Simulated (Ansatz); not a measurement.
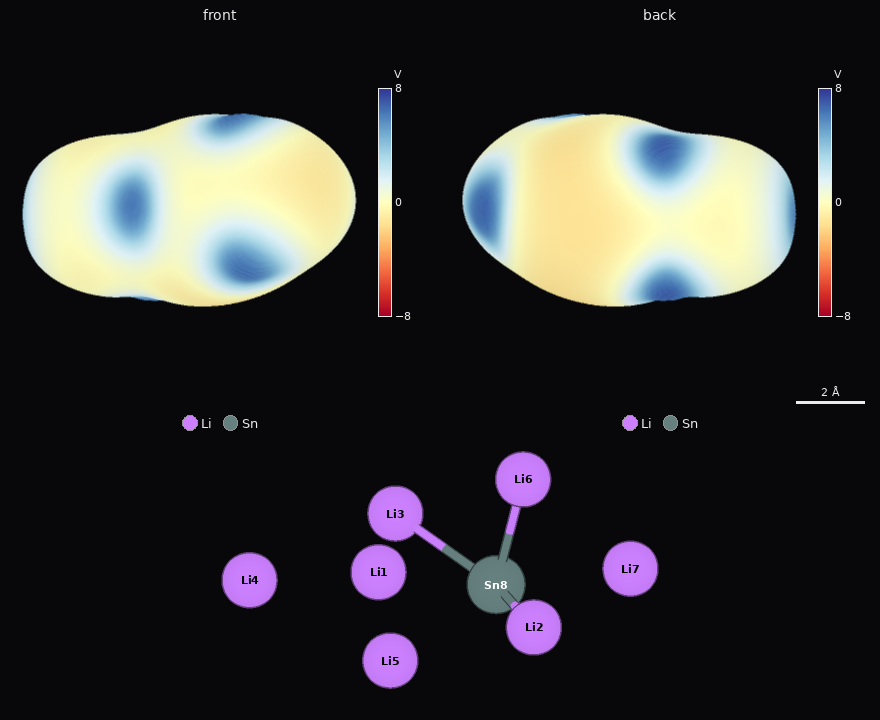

*Li7Sn (doublet). The molecular electrostatic potential painted on the density surface at 0.002 e/bohr³, seen from the front and from behind; the colour scale runs from red (negative) to blue (positive). The bare structure is drawn below in the same view.*

Geometry: PBE0-D4/def2-TZVP; core potentials replace the inner electrons of Sn.

Level of theory: UKS PBE0-D4/def2-TZVP (Ansatz).

Input file:

```
crystal:
  periodic: [false, false, false]
  atoms:
    - {symbol: Li, position_ang: [-0.453214, -0.631967, 1.522272]}
    - {symbol: Li, position_ang: [-0.009901, -2.486235, -1.261740]}
    - {symbol: Li, position_ang: [0.409240, 1.988341, 0.911945]}
    - {symbol: Li, position_ang: [-1.896941, 1.696045, 3.117412]}
    - {symbol: Li, position_ang: [-2.173938, 1.039575, 0.011192]}
    - {symbol: Li, position_ang: [2.401697, -1.015768, -0.220993]}
    - {symbol: Li, position_ang: [1.585069, -0.748060, -3.072853]}
    - {symbol: Sn, position_ang: [0.137997, 0.158080, -1.007244]}
basis:
  gaussian: {orbitals: def2-TZVP, initial_orbitals: start.molden}
magnetization: {spin_polarized: true, initial_magnetization: 1}
hamiltonian: {xc: pbe0, dispersion: d4}
scf: {omitted_lower_state_checks: [starts]}
output: {forces: true, orbitals: {seedname: orbitals}}
```

Run with:

```sh
ansatz run in.yaml --threads 4 --pin off --events-out ev --progress --plain --max-ram 3916MiB
```

Question: Which sites attract a positive test charge, and which a negative one?

Answer: A positive charge is drawn to the negative regions and a negative charge to the positive ones. The most negative region (about −1.4 V) lies over Sn8, the most positive (about +6.8 V) over Li3, Li5 and Li7.
